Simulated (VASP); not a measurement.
Band structure of HgS (relaxed from the wurtzite structure, space group P6_3mc). Method: PBEsol GGA, VASP's PBE PAW potentials (set 64) (plane waves; VASP 6.6.1).

Unless said otherwise, spin-orbit coupling is left out, though it shifts the bands of the heavy elements here.

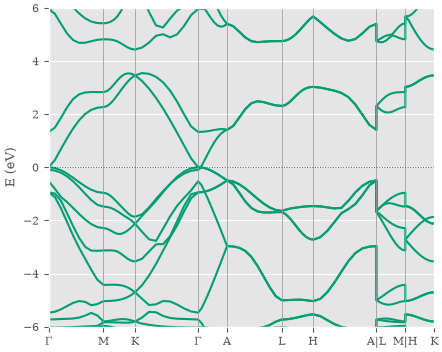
*Bands along high-symmetry lines, zero at the valence-band maximum or, without a gap, the Fermi level*

### Question
Read the plot: is there a gap, and where are the band edges?

### Answer
It has no gap at this level: it comes out as a metal or semimetal. (Edges off the drawn lines would not show.)

The structure was generated: HgS was put into the wurtzite type (P6_3mc), which need not be its known phase. It was relaxed first, which changed the volume by +24 %.
